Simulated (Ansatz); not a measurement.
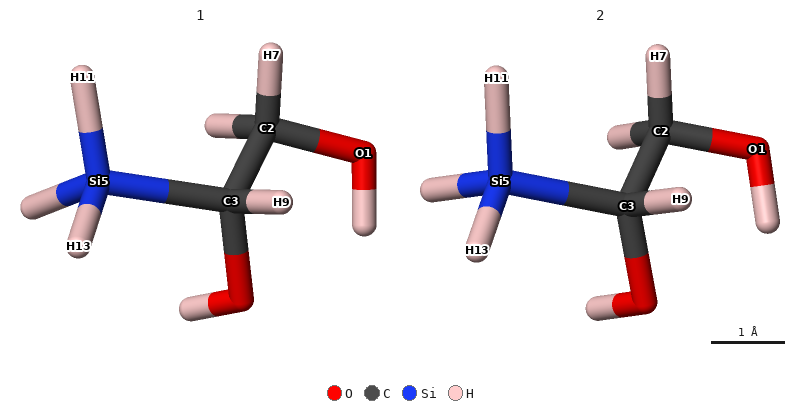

Two geometries of C2H8O2Si, drawn at one scale. One is the start of a relaxation, the other its converged end. A stick model, seen at a tilt.

All numbers below come from RKS r2SCAN-D4/6-31G in Ansatz 0.2.0. Settings: no spin polarisation; force threshold 0.02 eV/Å; at most 40 steps.

> Which of the two is the end point?

Structure 1 is the relaxed one. The run prepares the start of a later molecular dynamics calculation, from a guessed geometry. Over 7 geometry steps the energy falls by 0.434 eV. Largest force component: 3.3 eV/Å at the start, 0.016 eV/Å at the end. The largest moves after the best rigid fit, 0.24 Å, are those of H atoms. By element the largest moves are H 0.24 Å, O 0.13 Å, C 0.10 Å, Si 0.02 Å. Among the contacts that change: C–O 1.381 → 1.449 Å, C–H 1.157 → 1.096 Å, H–Si 1.441 → 1.499 Å, C–O 1.432 → 1.485 Å. Among the angles between lasting bonds that change: C–O–H 102.9° → 108.9°, O–C–Si 116.2° → 110.7°, Si–C–H 105.9° → 110.0°. The run took 37 s on 1 thread of Arm Neoverse V1 (shared host), peak memory 0.14 GiB.
